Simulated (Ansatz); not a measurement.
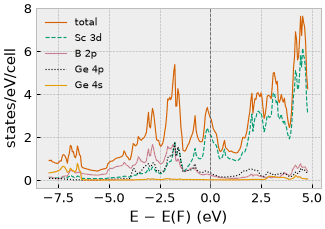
*Total and projected density of states of Sc₂GeB₂ in space group P-6m2 (No. 187; Sc on 2h, Ge on 1a, B on 1b, B on 1f), DFT-PBE in the program Ansatz with PAW potentials*

Q: Which orbitals carry the states next to the Fermi level?

A: Within 0.5 eV of the Fermi level: Sc 3d 70 %, Ge 4p 13 %, B 2p 9 %. Projections are on Löwdin-orthogonalised atomic valence shells; empty p or d shells of many metals are not among them.

Q: Where is the tallest occupied peak in this window, and what makes it?

A: Near -1.8 eV, about 5.4 states/eV per cell; the largest projected share is Sc 3d.

The start of the workflow was typed in or built on a structure type; neither database checked (COD, Materials Project) lists it. Whether it is the stable phase at ambient conditions was not checked. Symmetry was held in the PBE relaxation; its stability against distortions is not shown here. The run is not spin-polarised. Scalar-relativistic: spin–orbit coupling is off unless named, which matters more the heavier the elements.

Potentials: the earlier of the program's two PAW sets.
